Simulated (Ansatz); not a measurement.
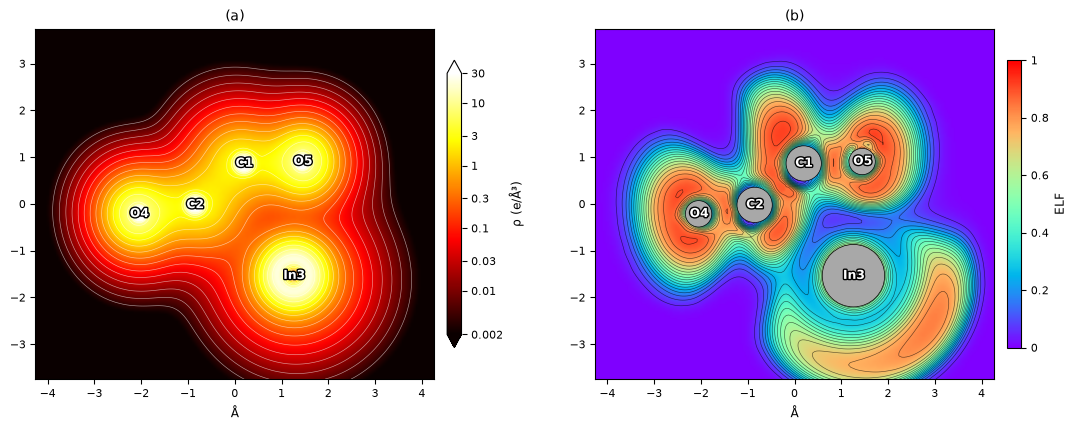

Figure. C₂InO₂ (SMILES O=[C]1[C]2[O][In]21) (doublet). (a) electron density; (b) electron localisation function on the molecular plane. Grey discs cover the atomic cores in the ELF map.

Geometry: PBE-D3(BJ)/def2-SVP; core potentials replace the inner electrons of In.

Method: isolated molecule in a Gaussian basis; Kohn-Sham density functional theory, functional PBE0 (Ansatz 0.2.0).

The calculation's input:

```
crystal:
  periodic: [false, false, false]
  atoms:
    - {symbol: C, position_ang: [-1.531900, -1.113454, 2.346140]}
    - {symbol: C, position_ang: [-0.273827, -0.676596, 2.009905]}
    - {symbol: In, position_ang: [0.149781, -2.587912, 3.719677]}
    - {symbol: O, position_ang: [0.427162, 0.078498, 1.369404]}
    - {symbol: O, position_ang: [-2.120870, -1.950089, 3.063294]}
basis:
  gaussian: {orbitals: def2-TZVPD}
total_charge: 0
magnetization: {spin_polarized: true, initial_magnetization: 1}
hamiltonian: {xc: pbe0}
output: {forces: true, orbitals: {seedname: orbitals}}
```

Run with:

```sh
ansatz run input.yaml --threads 1 --pin off --max-ram 2610MiB --events-out events.jsonl --progress --plain --runs-dir runs
```

Question: What does the map show?

Answer:
- The plane passes through C, In and O nuclei.
- C–O (1.21 Å): ρ at the midpoint is about 3.3 e/Å³; the ELF peaks at about 0.85 between the atoms: a multiple bond.
- C–C (1.37 Å): the density is about 2 e/Å³ at the midpoint; the ELF peaks at about 0.90 between the atoms: a covalent bond.
- In–O (2.45 Å): ρ at the midpoint is about 0.28 e/Å³; the ELF is about 0.10 at the midpoint.
- C–In (2.60 Å): ρ is about 0.29 e/Å³ halfway; the ELF peaks at about 0.85 in the valence shell of C, 0.7 Å from its nucleus, and drops to about 0.15 between the two atoms.
- The ELF also peaks beside O4 and O5, away from the bonds: non-bonding electrons, paired or unpaired.
